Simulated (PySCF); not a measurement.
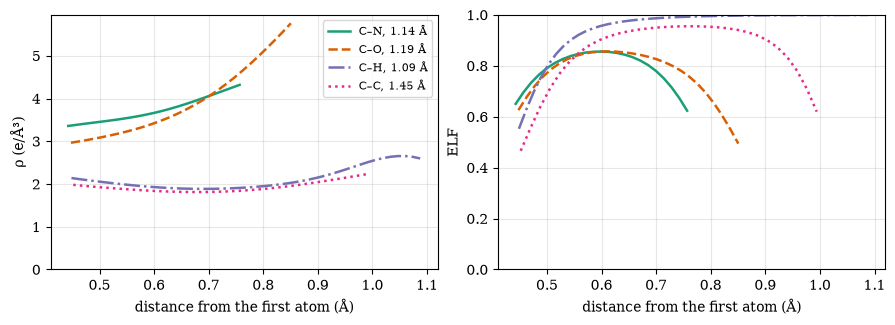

C4H5NO (SMILES C[C@H](C#N)C=O). Electron density and ELF along straight lines between neighbouring atoms. The curves leave out the atomic cores.

Geometry: GFN2-xTB.

All numbers below come from PBE0/pcSseg-1, SCF density, gas phase, non-relativistic (PySCF).

```csv
atom,x (Å),y (Å),z (Å)
C,-0.8357,-0.9147,-0.2460
C,-0.1068,0.2922,0.3578
C,-0.3141,1.4598,-0.4695
N,-0.4790,2.3718,-1.1370
C,1.3899,0.0370,0.4217
O,2.0589,0.1693,1.4014
H,-0.4673,-1.1206,-1.2488
H,-1.9032,-0.7162,-0.3036
H,-0.6762,-1.7924,0.3756
H,-0.4773,0.5104,1.3661
H,1.8162,-0.2939,-0.5436
```

Q: Compare the contacts.

A: C–N (1.14 Å): ρ at the midpoint is about 3.6 e/Å³; the ELF peaks at about 0.85 between the atoms; a short, multiple covalent bond.
C–O (1.19 Å): ρ is about 3.4 e/Å³ halfway; the ELF peaks at about 0.85 between the atoms; a multiple bond.
C–H (1.09 Å): ρ at the midpoint is about 2 e/Å³; the ELF climbs to about 1 towards the hydrogen, as it does in any bond to H; an ordinary covalent bond to hydrogen.
C–C (1.45 Å): ρ is about 1.8 e/Å³ halfway; the ELF peaks at about 0.95 between the atoms, as expected for localised, covalent bonding.
